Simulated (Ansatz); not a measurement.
## A computed series for hypothetical diamond Os: pressure series

Start from Os in the diamond structure (space group Fd-3m, No. 227; a = 5.5557 Å; a hypothetical phase, not in the database extracts checked).

Cell and atoms are relaxed at each pressure.

Levels (all Ansatz, an electronic-structure program, PAW): PBE (420 eV, spin-orbit coupling left out); PBEsol (420 eV, scalar-relativistic without spin-orbit coupling).

The base cell above is that of PBE; each level relaxes its own structures.

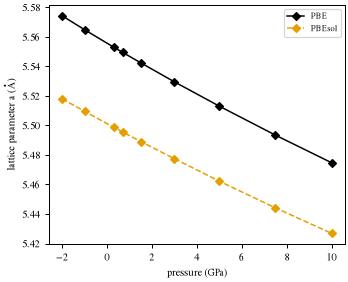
Figure. Lattice parameter a under two levels

How do the two levels compare along the series?

PBE lies above PBEsol in every row, by 0.048 Å to 0.056 Å. They put the cases in the same order.

Load acts through the strain it causes; cell and atoms are relaxed under it. No phonon test of stability was made. Competing high-pressure phases were not computed. The final runs are not spin-polarised.
